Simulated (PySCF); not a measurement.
## Electronic structure of C6H10FNO (SMILES COC1=C(F)N(C)CC1) in real space

```yaml
atoms:
  - { symbol: C, position_ang: [2.8690, 0.8634, -0.4345] }
  - { symbol: O, position_ang: [2.2277, -0.3914, -0.4038] }
  - { symbol: C, position_ang: [0.8994, -0.3785, -0.0949] }
  - { symbol: C, position_ang: [0.0414, 0.6031, 0.1835] }
  - { symbol: F, position_ang: [0.2525, 1.9361, 0.1888] }
  - { symbol: N, position_ang: [-1.2306, 0.1616, 0.5794] }
  - { symbol: C, position_ang: [-2.3761, 0.9471, 0.1809] }
  - { symbol: C, position_ang: [-1.2775, -1.2595, 0.2430] }
  - { symbol: C, position_ang: [0.1867, -1.6971, 0.0783] }
  - { symbol: H, position_ang: [3.9116, 0.6614, -0.6729] }
  - { symbol: H, position_ang: [2.8043, 1.3659, 0.5352] }
  - { symbol: H, position_ang: [2.4364, 1.5146, -1.2001] }
  - { symbol: H, position_ang: [-2.5914, 0.8644, -0.8942] }
  - { symbol: H, position_ang: [-3.2452, 0.6030, 0.7405] }
  - { symbol: H, position_ang: [-2.1895, 1.9905, 0.4266] }
  - { symbol: H, position_ang: [-1.8350, -1.4073, -0.6935] }
  - { symbol: H, position_ang: [-1.7922, -1.8038, 1.0371] }
  - { symbol: H, position_ang: [0.3410, -2.3555, -0.7762] }
  - { symbol: H, position_ang: [0.5577, -2.2087, 0.9691] }
```

Geometry: GFN2-xTB.

Method: PBE0/pcSseg-1, SCF density, gas phase, non-relativistic (PySCF 2.14.0).

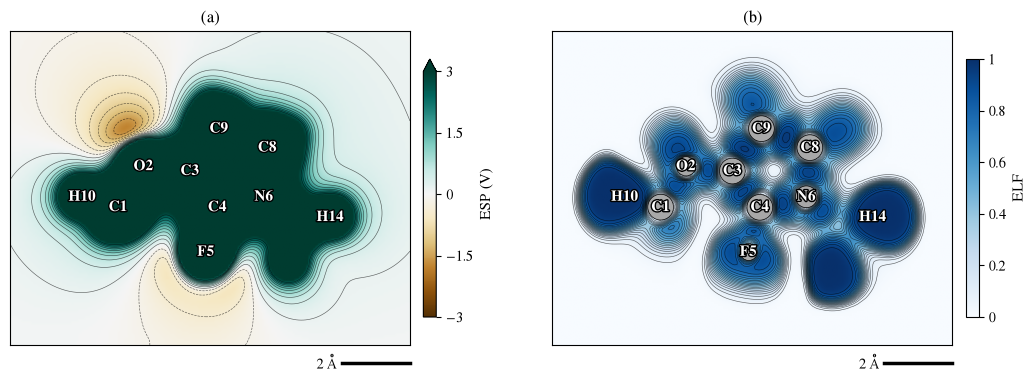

Figure 1. (a) molecular electrostatic potential; (b) electron localisation function on the plane of atoms O2, C3 and C4. Grey discs cover the atomic cores in the ELF map.

> What does the map show?

The plane passes through C, O, F, N and H nuclei. C–C (1.33 Å): the ELF peaks at about 0.90 between the atoms: a multiple bond. C–F (1.35 Å): the ELF peaks at about 0.85 between the atoms: a shared but strongly polarised pair. C–O (1.36 Å): the ELF peaks at about 0.90 between the atoms, as expected for a polar covalent bond. C–N (1.40 Å): the ELF peaks at about 0.95 between the atoms (a covalent bond). C–H (1.09 Å): the ELF climbs to about 1 towards the hydrogen, as it does in any bond to H; a covalent bond by its length. The ELF also peaks beside F5 and O2, away from the bonds: lone-pair regions. Outside the dense part of the molecule the potential is most negative (−1.8 V) near O2.

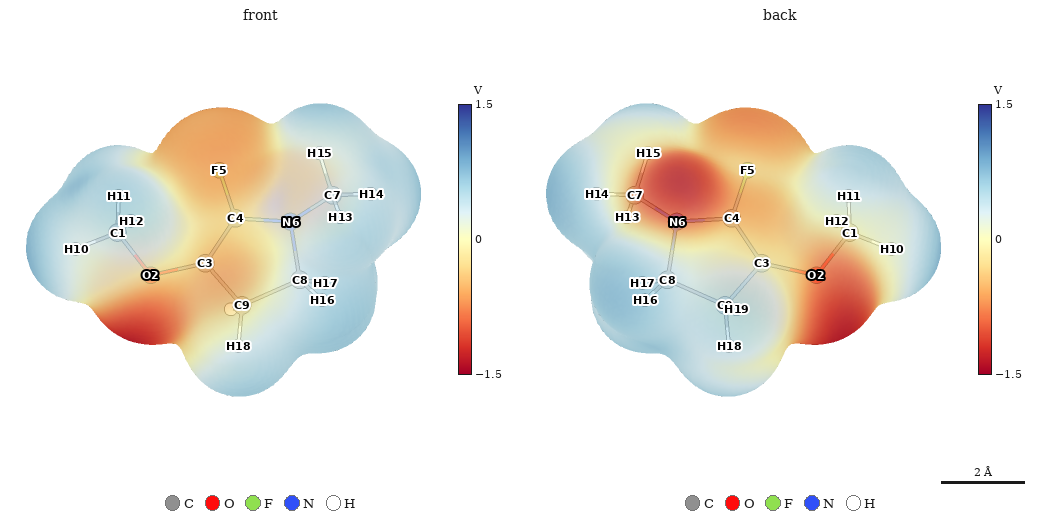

Figure 2. The electrostatic potential painted on the density surface at 0.002 e/bohr³, seen from the front and from behind; red is negative and blue positive.

> Describe the electrostatic potential map.

The most negative region (about −1.3 V, or −30 kcal/mol for a unit charge) lies over O2 and N6, the most positive (about +0.8 V, or +18 kcal/mol for a unit charge) over C1, H10, H14 and H17.

> How polar is the molecule by this calculation?

Its dipole moment is 0.99 D.
